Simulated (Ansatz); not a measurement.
## A substitution series on Si: F to Cl

Gas-phase molecules. On one Si centre that keeps H, n of the F ligands are replaced by Cl. The mean harmonic wavenumber of the Si–H stretches y in cm⁻¹ at PBE0-D4/def2-TZVP. The shapes are optimised at that level. Programs: Ansatz 0.2.0.

```
molecule  n  y (cm⁻¹)
   SiHF3  0      2362
 SiHClF2  1         ?
 SiHCl2F  2      2322
  SiHCl3  3      2308
```

**Question.** Fit y = c + s·n to the known rows and predict SiHClF2.

**Answer.** 
1. Means of the 3 rows: n = 1.66667, y = 2330.7.
2. Σ(Δn)² = 4.6667, Σ(Δn·Δy) = -85.333, so the slope is -85.333/4.6667 = -18.286.
3. Intercept: 2330.7 − (-18.286) × 1.66667 = 2361.2. The largest residual of the fit is 2.6.
4. SiHClF2: 2361.2 + (-18.286) × 1 = 2343 cm⁻¹.

The run gave 2340 cm⁻¹, so the prediction is off by +3 cm⁻¹, about the largest residual. The step per swap changes from -22 to -14 cm⁻¹ along the series, so a line misses the bend. The wavenumbers are unscaled and lie a few per cent above observed bands.

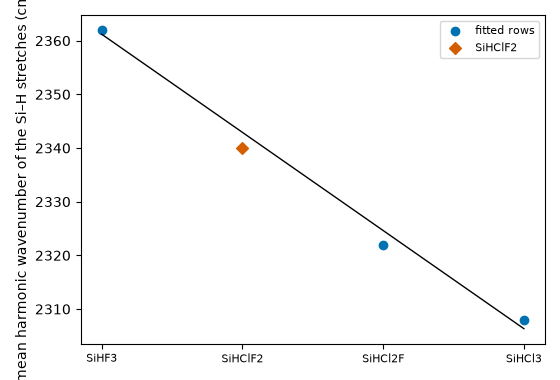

The fitted line, with the withheld member.
